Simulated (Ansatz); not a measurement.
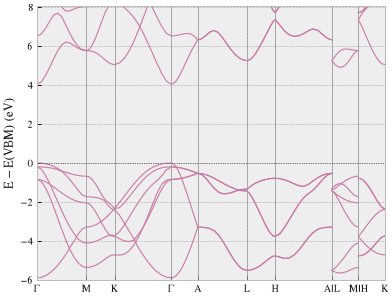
Figure: Band structure from PBE in the plane-wave PAW code Ansatz

Task: Read off the gap and where the band edges lie.

Result: About 4.0 eV (4.04 eV by a search for the band edges); maximum at Γ, minimum at Γ.

The material is AlN (wurtzite, P6_3mc).

The cell was relaxed with PBE under the symmetry of its start.

Potentials: the earlier of the program's two PAW sets.
